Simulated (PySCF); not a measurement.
Vertical excitations of a molecule C₃H₇NOSi from TDDFT-B3LYP/def2-SVPD in PySCF, as energy in eV (oscillator strength): 5.54 (0.003), 6.50 (0.017), 6.51 (0.045), 6.68 (0.027), 6.83 (0.022), 6.96 (0.004), 7.02 (0.009), 7.57 (0.010), 7.70 (0.053), 7.75 (0.010). Lowest triplet (TDA): 4.92 eV. Geometry optimised at B3LYP-D3(BJ)/def2-SVP. The values are those of a single conformer.

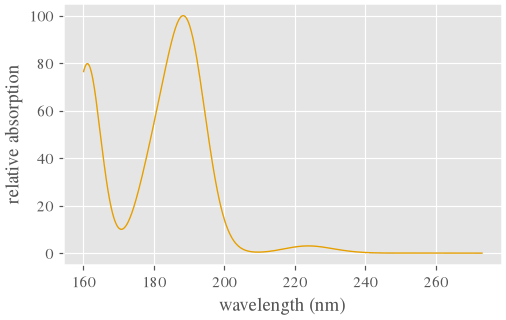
*The lines broadened by 0.4 eV.*

Pick the molecule that these values belong to.
A) C#CC[Si@@H](N)O
B) C[C@H]1OC=N[SiH2]1
C) [SiH3][C@H]1CN=CO1
D) C[SiH2]C1=NCO1

B, C[C@H]1OC=N[SiH2]1
